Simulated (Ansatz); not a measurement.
## Molecular dynamics, with input and output: C$_{3}$H$_{12}$GaN (part 4 of 4)

The same run, continued: C$_{3}$H$_{12}$GaN, SMILES C[NH2+][GaH-]([CH3])[CH3]; RKS r2SCAN/def2-SVP (Ansatz 0.2.0). The geometry comes from this level: PBE0-D4/def2-TZVP.

Geometry of the input (Å):
```
C  0.6517  1.4337  -1.1936
N  1.1803  0.8729  0.0521
Ga -0.0071  -0.7126  0.9122
C  0.0618  -2.0421  -0.5717
C  -1.7171  0.2639  1.2230
H  1.2787  2.2325  -1.5983
H  0.5693  0.6366  -1.9318
H  -0.3481  1.8250  -1.0075
H  1.2647  1.5912  0.7629
H  2.1107  0.4952  -0.0894
H  0.9307  -0.9714  2.1744
H  -0.3667  -2.9923  -0.2402
H  1.0861  -2.2537  -0.8933
H  -0.5116  -1.7214  -1.4461
H  -2.2326  0.5098  0.2902
H  -2.3992  -0.3578  1.8100
H  -1.5707  1.1900  1.7871
```

### Trajectory as extended XYZ, continued
```
17
Properties=species:S:1:pos:R:3:forces:R:3 step=39 time_fs=19.5 energy=-57160.92753 temperature=513.6
C     0.7305    1.5626   -1.1829   -0.4766   3.8188   2.3658
N     1.1002    0.6880   -0.0767    2.0086   1.0854  -0.0786
Ga    0.0123   -0.6675    0.9322    0.1582  -1.0054   0.4601
C     0.0033   -2.0061   -0.5211    1.0375  -2.5258   1.3047
C    -1.7498    0.1038    1.1968    0.7218  -0.5864  -4.1064
H     1.4293    2.5159   -1.3216   -0.9574  -1.9807   0.2654
H     0.6780    1.0386   -2.0789   -0.3517  -1.1657  -1.9765
H    -0.2662    2.0157   -0.8648    0.7924  -0.5546  -0.8800
H     1.3477    1.2792    0.7179    0.1414   0.1975   0.0957
H     1.9924    0.2346   -0.3136   -0.1813  -0.1544   0.1451
H     0.9537   -0.8284    2.2493   -0.1104   0.0311  -0.4850
H    -0.6846   -2.8166   -0.1723   -0.0539   0.2944  -0.1616
H     0.9618   -2.6502   -0.6544   -1.1004   1.2975  -0.2001
H    -0.4234   -1.6676   -1.4516   -0.0184   0.3144  -0.8527
H    -2.1801    0.0857    0.1125    0.3203   0.5156   1.7146
H    -2.2603   -0.6431    1.7011   -1.5324  -1.6858   1.4690
H    -1.8148    1.0191    1.6859   -0.3978   2.1041   0.9204
17
Properties=species:S:1:pos:R:3:forces:R:3 step=40 time_fs=20.0 energy=-57161.04272 temperature=572.7
C     0.7334    1.5669   -1.1792   -0.4701   3.2505   1.7043
N     1.0990    0.6891   -0.0822    2.7106   1.0427   0.4910
Ga    0.0132   -0.6669    0.9326    0.1357  -1.0017   0.5228
C     0.0002   -2.0103   -0.5167    0.8976  -2.1647   1.0859
C    -1.7564    0.1002    1.1931    0.8595  -0.6875  -3.8797
H     1.4278    2.5052   -1.3128   -0.8106  -1.7307   0.2077
H     0.6740    1.0400   -2.0862   -0.3021  -0.8985  -1.5459
H    -0.2574    2.0071   -0.8670    0.5254  -0.3697  -0.7758
H     1.3616    1.2901    0.7236   -0.0094  -0.2779  -0.4562
H     1.9970    0.2157   -0.3270   -0.6804   0.1774   0.3106
H     0.9690   -0.8348    2.2504   -0.1902   0.0641  -0.5564
H    -0.6918   -2.8173   -0.1883   -0.1418   0.1823  -0.0852
H     0.9534   -2.6397   -0.6522   -0.8776   1.1095  -0.2055
H    -0.4136   -1.6556   -1.4512    0.0207   0.2812  -0.7327
H    -2.1863    0.0893    0.1210    0.2357   0.4639   1.4960
H    -2.2565   -0.6477    1.7086   -1.5025  -1.6502   1.4301
H    -1.8117    1.0120    1.6848   -0.4006   2.2094   0.9889
17
Properties=species:S:1:pos:R:3:forces:R:3 step=41 time_fs=20.5 energy=-57161.17221 temperature=638.8
C     0.7363    1.5718   -1.1753   -0.4754   2.4527   0.8747
N     1.0983    0.6904   -0.0877    3.2706   0.9605   0.9883
Ga    0.0142   -0.6663    0.9331    0.1100  -0.9981   0.5705
C    -0.0028   -2.0150   -0.5120    0.6493  -1.6972   0.8018
C    -1.7629    0.0965    1.1886    0.8769  -0.7430  -3.2398
H     1.4243    2.4903   -1.3036   -0.5813  -1.3652   0.1342
H     0.6693    1.0392   -2.0971   -0.2329  -0.5498  -0.9662
H    -0.2474    1.9976   -0.8710    0.1778  -0.1525  -0.6392
H     1.3755    1.3005    0.7282   -0.1433  -0.6750  -0.9012
H     2.0000    0.1972   -0.3397   -1.0670   0.4678   0.4449
H     0.9839   -0.8410    2.2503   -0.2614   0.0954  -0.6132
H    -0.6994   -2.8177   -0.2045   -0.2345   0.0610  -0.0131
H     0.9429   -2.6265   -0.6504   -0.5623   0.8575  -0.2192
H    -0.4037   -1.6430   -1.4526    0.0814   0.2161  -0.5345
H    -2.1920    0.0941    0.1331    0.1011   0.4079   1.1587
H    -2.2563   -0.6562    1.7194   -1.3225  -1.3842   1.2307
H    -1.8095    1.0102    1.6861   -0.3865   2.0458   0.9223
17
Properties=species:S:1:pos:R:3:forces:R:3 step=42 time_fs=21.0 energy=-57161.27941 temperature=693.5
C     0.7390    1.5772   -1.1711   -0.5143   1.4816  -0.0024
N     1.0982    0.6919   -0.0929    3.6677   0.8428   1.3964
Ga    0.0151   -0.6657    0.9335    0.0784  -0.9944   0.6030
C    -0.0056   -2.0200   -0.5072    0.2984  -1.1463   0.4860
C    -1.7692    0.0927    1.1835    0.8348  -0.7350  -2.2303
H     1.4194    2.4722   -1.2940   -0.2579  -0.8736   0.0434
H     0.6640    1.0370   -2.1103   -0.1497  -0.1794  -0.3418
H    -0.2370    1.9877   -0.8767   -0.2335   0.0864  -0.4787
H     1.3890    1.3092    0.7307   -0.2506  -0.9788  -1.2224
H     2.0004    0.1799   -0.3513   -1.3303   0.7026   0.5422
H     0.9981   -0.8469    2.2486   -0.3234   0.1250  -0.6555
H    -0.7075   -2.8179   -0.2207   -0.3213  -0.0582   0.0499
H     0.9311   -2.6113   -0.6492   -0.1574   0.5466  -0.2429
H    -0.3936   -1.6298   -1.4552    0.1498   0.1259  -0.2846
H    -2.1975    0.0998    0.1479   -0.0875   0.3515   0.6995
H    -2.2593   -0.6680    1.7332   -1.0391  -0.9482   0.9026
H    -1.8082    1.0132    1.6896   -0.3641   1.6516   0.7357
17
Properties=species:S:1:pos:R:3:forces:R:3 step=43 time_fs=21.5 energy=-57161.32940 temperature=719.3
C     0.7417    1.5829   -1.1669   -0.6155   0.3962  -0.8264
N     1.0987    0.6935   -0.0980    3.8984   0.6993   1.7118
Ga    0.0161   -0.6652    0.9340    0.0389  -0.9903   0.6205
C    -0.0084   -2.0252   -0.5023   -0.1388  -0.5479   0.1726
C    -1.7753    0.0887    1.1779    0.7985  -0.6642  -0.9544
H     1.4140    2.4520   -1.2843    0.1638  -0.2558  -0.0649
H     0.6584    1.0345   -2.1244   -0.0589   0.1660   0.2443
H    -0.2271    1.9780   -0.8834   -0.6766   0.3314  -0.3068
H     1.4019    1.3155    0.7302   -0.3264  -1.1877  -1.4200
H     1.9976    0.1642   -0.3616   -1.4720   0.8743   0.6005
H     1.0117   -0.8526    2.2454   -0.3759   0.1526  -0.6833
H    -0.7164   -2.8182   -0.2368   -0.3902  -0.1634   0.0995
H     0.9189   -2.5948   -0.6486    0.3219   0.1904  -0.2770
H    -0.3831   -1.6164   -1.4585    0.2126   0.0202  -0.0131
H    -2.2031    0.1063    0.1645   -0.3287   0.2995   0.1298
H    -2.2648   -0.6820    1.7492   -0.7107  -0.4285   0.4988
H    -1.8078    1.0202    1.6949   -0.3405   1.1080   0.4680
17
Properties=species:S:1:pos:R:3:forces:R:3 step=44 time_fs=22.0 energy=-57161.30464 temperature=707.5
C     0.7442    1.5887   -1.1630   -0.8069  -0.7334  -1.5306
N     1.0998    0.6952   -0.1027    3.9659   0.5416   1.9368
Ga    0.0171   -0.6647    0.9346   -0.0103  -0.9854   0.6232
C    -0.0112   -2.0305   -0.4974   -0.6281   0.0504  -0.1110
C    -1.7813    0.0846    1.1721    0.8122  -0.5490   0.4487
H     1.4089    2.4311   -1.2748    0.6702   0.4641  -0.1866
H     0.6526    1.0323   -2.1379    0.0336   0.4583   0.7415
H    -0.2188    1.9692   -0.8909   -1.1034   0.5624  -0.1394
H     1.4141    1.3191    0.7263   -0.3682  -1.3048  -1.5000
H     1.9913    0.1506   -0.3705   -1.4977   0.9779   0.6193
H     1.0243   -0.8579    2.2405   -0.4185   0.1780  -0.6969
H    -0.7263   -2.8189   -0.2527   -0.4297  -0.2434   0.1333
H     0.9074   -2.5778   -0.6486    0.8401  -0.1856  -0.3185
H    -0.3722   -1.6028   -1.4618    0.2594  -0.0901   0.2525
H    -2.2096    0.1136    0.1813   -0.6108   0.2570  -0.5136
H    -2.2719   -0.6972    1.7664   -0.3877   0.0940   0.0748
H    -1.8082    1.0299    1.7013   -0.3199   0.5080   0.1665
17
Properties=species:S:1:pos:R:3:forces:R:3 step=46 time_fs=23.0 energy=-57161.09894 temperature=605.6
C     0.7488    1.5997   -1.1560   -1.4620  -2.7085  -2.4798
N     1.1041    0.6989   -0.1111    3.6198   0.2233   2.1246
Ga    0.0190   -0.6637    0.9357   -0.1404  -0.9717   0.5879
C    -0.0173   -2.0410   -0.4876   -1.5166   1.0207  -0.5460
C    -1.7928    0.0760    1.1611    0.9792  -0.2786   3.0084
H     1.4048    2.3946   -1.2573    1.7151   1.9132  -0.4253
H     0.6415    1.0319   -2.1586    0.2055   0.8431   1.3990
H    -0.2110    1.9559   -0.9065   -1.6664   0.8963   0.1161
H     1.4357    1.3167    0.7079   -0.3399  -1.2730  -1.3247
H     1.9682    0.1305   -0.3839   -1.2192   0.9589   0.5352
H     1.0464   -0.8671    2.2258   -0.4722   0.2213  -0.6817
H    -0.7491   -2.8223   -0.2836   -0.3887  -0.2997   0.1538
H     0.8917   -2.5460   -0.6510    1.7350  -0.8375  -0.3881
H    -0.3483   -1.5767   -1.4661    0.2826  -0.2879   0.6854
H    -2.2276    0.1299    0.2099   -1.1677   0.2070  -1.7075
H    -2.2884   -0.7256    1.8004    0.1259   0.9451  -0.6740
H    -1.8113    1.0515    1.7146   -0.2901  -0.5722  -0.3834
17
Properties=species:S:1:pos:R:3:forces:R:3 step=47 time_fs=23.5 energy=-57161.00616 temperature=559.7
C     0.7506    1.6044   -1.1532   -1.8251  -3.2847  -2.7360
N     1.1073    0.7009   -0.1148    3.2041   0.0758   2.0859
Ga    0.0200   -0.6633    0.9363   -0.2206  -0.9627   0.5518
C    -0.0207   -2.0460   -0.4828   -1.7586   1.2916  -0.7078
C    -1.7982    0.0716    1.1563    1.0474  -0.1482   3.8667
H     1.4083    2.3823   -1.2500    2.0565   2.4036  -0.5086
H     0.6365    1.0345   -2.1643    0.2788   0.9354   1.5607
H    -0.2128    1.9523   -0.9141   -1.6999   0.9680   0.1831
H     1.4453    1.3109    0.6937   -0.2614  -1.1220  -1.0683
H     1.9520    0.1239   -0.3886   -0.9207   0.8230   0.4291
H     1.0558   -0.8710    2.2160   -0.4823   0.2387  -0.6529
H    -0.7620   -2.8250   -0.2984   -0.3048  -0.2734   0.1457
H     0.8897   -2.5327   -0.6536    1.9532  -1.0287  -0.3881
H    -0.3353   -1.5645   -1.4660    0.2565  -0.3620   0.8288
H    -2.2404    0.1388    0.2186   -1.3416   0.1883  -2.0467
H    -2.2964   -0.7369    1.8154    0.2969   1.2325  -0.9563
H    -1.8139    1.0608    1.7201   -0.2784  -0.9752  -0.5872
17
Properties=species:S:1:pos:R:3:forces:R:3 step=48 time_fs=24.0 energy=-57160.97649 temperature=545.2
C     0.7521    1.6085   -1.1510   -2.0939  -3.4334  -2.8723
N     1.1109    0.7028   -0.1181    2.6270  -0.0596   1.9543
Ga    0.0209   -0.6630    0.9369   -0.3097  -0.9524   0.5048
C    -0.0245   -2.0508   -0.4782   -1.7820   1.3867  -0.8494
C    -1.8035    0.0672    1.1524    1.0338  -0.0173   4.3092
H     1.4168    2.3758   -1.2439    2.1372   2.5848  -0.5483
H     0.6323    1.0393   -2.1663    0.3403   0.9647   1.6189
H    -0.2187    1.9510   -0.9212   -1.5434   0.9713   0.2094
H     1.4542    1.3024    0.6770   -0.1329  -0.8774  -0.6957
H     1.9336    0.1193   -0.3923   -0.5232   0.5959   0.2786
H     1.0641   -0.8743    2.2046   -0.4805   0.2529  -0.6100
H    -0.7756   -2.8284   -0.3130   -0.1856  -0.2166   0.1308
H     0.8922   -2.5219   -0.6571    1.9385  -1.0965  -0.3469
H    -0.3217   -1.5532   -1.4639    0.2079  -0.4142   0.9165
H    -2.2565    0.1482    0.2225   -1.3796   0.1568  -2.0990
H    -2.3038   -0.7453    1.8281    0.4127   1.4255  -1.1678
H    -1.8171    1.0678    1.7243   -0.2666  -1.2713  -0.7332
17
Properties=species:S:1:pos:R:3:forces:R:3 step=49 time_fs=24.5 energy=-57161.01663 temperature=565.5
C     0.7532    1.6120   -1.1493   -2.1980  -3.1333  -2.9025
N     1.1151    0.7047   -0.1211    1.9013  -0.1828   1.7281
Ga    0.0219   -0.6626    0.9375   -0.4069  -0.9412   0.4477
C    -0.0287   -2.0553   -0.4737   -1.5760   1.3203  -0.9789
C    -1.8085    0.0628    1.1493    0.9108   0.1242   4.3247
H     1.4304    2.3755   -1.2391    1.9140   2.4224  -0.5421
H     0.6288    1.0464   -2.1644    0.3877   0.9336   1.5774
H    -0.2283    1.9521   -0.9278   -1.2218   0.9155   0.2049
H     1.4629    1.2917    0.6586    0.0496  -0.5412  -0.2105
H     1.9140    0.1162   -0.3953   -0.0436   0.2811   0.0865
H     1.0712   -0.8770    2.1917   -0.4662   0.2635  -0.5528
H    -0.7896   -2.8323   -0.3272   -0.0413  -0.1377   0.1135
H     0.8995   -2.5138   -0.6614    1.6865  -1.0484  -0.2601
H    -0.3076   -1.5429   -1.4597    0.1405  -0.4427   0.9479
H    -2.2759    0.1580    0.2214   -1.2613   0.0996  -1.8525
H    -2.3102   -0.7502    1.8380    0.4784   1.5305  -1.3088
H    -1.8210    1.0718    1.7268   -0.2536  -1.4633  -0.8223
17
Properties=species:S:1:pos:R:3:forces:R:3 step=50 time_fs=25.0 energy=-57161.09772 temperature=606.4
C     0.7539    1.6147   -1.1483   -2.1249  -2.4619  -2.8274
N     1.1195    0.7066   -0.1238    1.0650  -0.2957   1.4148
Ga    0.0228   -0.6623    0.9381   -0.5117  -0.9295   0.3810
C    -0.0332   -2.0595   -0.4695   -1.1795   1.1325  -1.0947
C    -1.8134    0.0584    1.1470    0.6891   0.2819   3.9788
H     1.4485    2.3810   -1.2356    1.4268   1.9748  -0.4998
H     0.6263    1.0558   -2.1587    0.4189   0.8432   1.4356
H    -0.2408    1.9553   -0.9339   -0.7863   0.8162   0.1831
H     1.4716    1.2798    0.6397    0.2835  -0.1287   0.3667
H     1.8942    0.1137   -0.3981    0.4831  -0.1020  -0.1371
H     1.0772   -0.8790    2.1775   -0.4390   0.2704  -0.4814
H    -0.8038   -2.8365   -0.3412    0.1155  -0.0464   0.0976
H     0.9107   -2.5081   -0.6664    1.2437  -0.9151  -0.1344
H    -0.2932   -1.5336   -1.4531    0.0586  -0.4466   0.9242
H    -2.2984    0.1680    0.2159   -1.0032   0.0112  -1.3677
H    -2.3154   -0.7515    1.8448    0.4987   1.5533  -1.3811
H    -1.8255    1.0723    1.7272   -0.2385  -1.5575  -0.8582
```

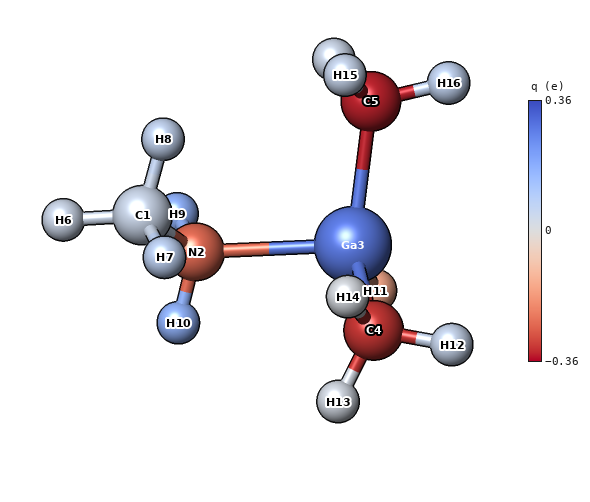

Fig. 1: Mulliken charges, as the colour of each atom (ball-and-stick view, seen at a tilt; atoms are numbered from 1 in the order of the input). By element: C −0.34 to +0.04, N −0.25, Ga +0.28 and H −0.15 to +0.17 e.

### Results in brief

| quantity | value |
| --- | --- |
| outcome | finished |
| mean temperature over the second half | 540 K |
| trajectory | 50 steps, 25 fs |
| ensemble | nvt_nose_hoover |
| temperature in the input | 1000 K |
| time step | 0.5 fs |
| potential energy (last step) | −57161.0977 eV |
| SCF solution under orbital rotations (last step) | stable |
| largest force (length of the vector) (last step) | 4.309 eV/Å |
| dipole moment (last step) | 5.25 D |
| hardware | 8 threads of Arm Neoverse V2, 23 GiB of memory available, shared host |
| wall time | 95 s (CPU time 11 min) |
| peak memory | 0.62 GiB |

### Remarks

So short a trajectory is not equilibrated. The temperature stays far from the 1000 K of the thermostat over the second half: the run isn't equilibrated.
